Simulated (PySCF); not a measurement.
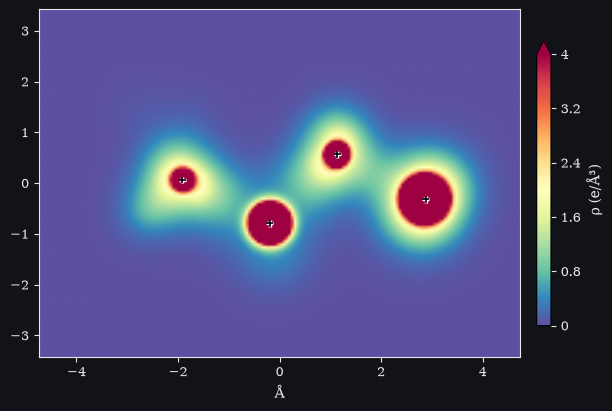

The electron density on a plane through atoms (crosses mark nuclei in the plane).

Theory: CAM-B3LYP/def2-SVPD, SCF density, gas phase in PySCF 2.14.0.

Candidates:
A. C3H7BrF2Si (SMILES FC[C@H](F)[SiH2]CBr)
B. AlBH4O (SMILES B[O][AlH2])

Question: Which system is this?

Answer: Candidate A: C3H7BrF2Si on the plane of atoms Si5, C6 and Br7, which holds C, Si and Br. C–Si (1.90 Å): ρ is about 0.94 e/Å³ halfway. C–Br (1.95 Å): ρ at the midpoint is about 1 e/Å³.
